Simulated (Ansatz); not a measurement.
# AlFH₄N₂···HCl: what the fields show

The calculation's input:

```
crystal:
  periodic: [false, false, false]
  atoms:
    - { symbol: Al, position_ang: [0.0, 0.0, 0.0] }
    - { symbol: Cl, position_ang: [0.0, 0.0, 2.58] }
    - { symbol: "N", position_ang: [1.6627, 0.0, -0.96] }
    - { symbol: H, position_ang: [2.1293, -0.9179, -1.2118] }
    - { symbol: H, position_ang: [2.1141, 0.9179, -1.2382] }
    - { symbol: "N", position_ang: [-1.6627, 0.0, -0.96] }
    - { symbol: H, position_ang: [-2.3316, -0.8164, -0.8614] }
    - { symbol: H, position_ang: [-1.9118, 0.8164, -1.5886] }
    - { symbol: F, position_ang: [0.0892, 1.8864, 0.6275] }
    - { symbol: H, position_ang: [0.0666, 1.4094, 1.7633] }
basis:
  gaussian: { orbitals: def2-SVP }
hamiltonian:
  xc: b3lyp
  dispersion: d4
relax:
  f_tol: 0.15
  max_steps: 25
  restrain:
    - { distance: [0, 8], at: 1.69, k: 30.0 }
    - { distance: [9, 1], at: 1.37, k: 30.0 }
    - { distance: [0, 1], at: 3.43, k: 30.0 }
    - { distance: [9, 8], at: 2.12, k: 30.0 }
output:
  orbitals: {}
```

Run with:

```sh
ansatz run input.yaml --threads 2 --pin off --max-ram 3072MiB --backend cpu --events-out ev --progress --plain --runs-dir out
```

The fields are those of the run's last geometry, not of the input's.

Not at a stationary point (largest force 1.1 eV/Å).

Computed with RKS B3LYP-D4/def2-SVP (Ansatz 0.2.0).

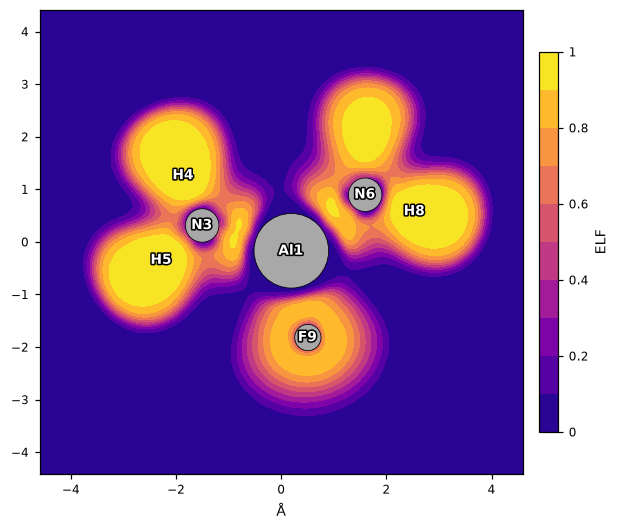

Figure 1. Electron localisation function on the plane of atoms H4, N3 and H5. Grey discs cover the atomic cores.

**What does the map show?**

The plane passes through Al, N, H and F nuclei.
Al–F (1.69 Å): the ELF peaks at about 0.85 in the valence shell of F, 0.6 Å from its nucleus, and is about 0.25 at the midpoint.
Al–N (1.76 Å): the ELF peaks at about 0.90 in the valence shell of N, 0.7 Å from its nucleus, and is about 0.55 at the midpoint.
N–H (1.01 Å): the ELF climbs to about 1 towards the hydrogen, as it does in any bond to H: a covalent bond by its length.
The ELF also peaks beside F9, away from the bonds: lone-pair regions.

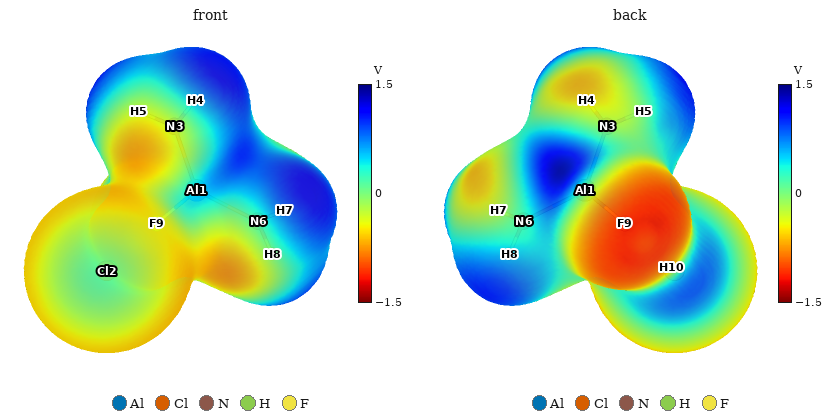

Figure 2. The electrostatic potential painted on the density surface at 0.001 e/bohr³, seen from the front and from behind; red is negative and blue positive.

**Describe the electrostatic potential map.**

The most negative region (about −1.2 V, or −28 kcal/mol for a unit charge) lies over F9, the most positive (about +1.2 V, or +28 kcal/mol for a unit charge) over Al1, H4 and H7.

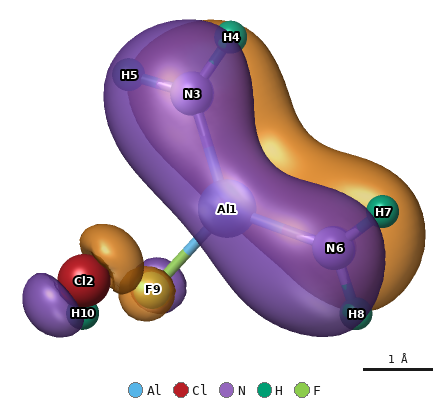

Figure 3. The HOMO−1 at ±0.08 Å⁻³ᐟ² (orange and purple are the two phases), seen at a tilt.

**What is the character of this orbital?**

Its weight (Hirshfeld) is mainly on N3 (about 35 %), N6 (about 35 %) and Al1 (about 15 %). Its energy is −7.21 eV.
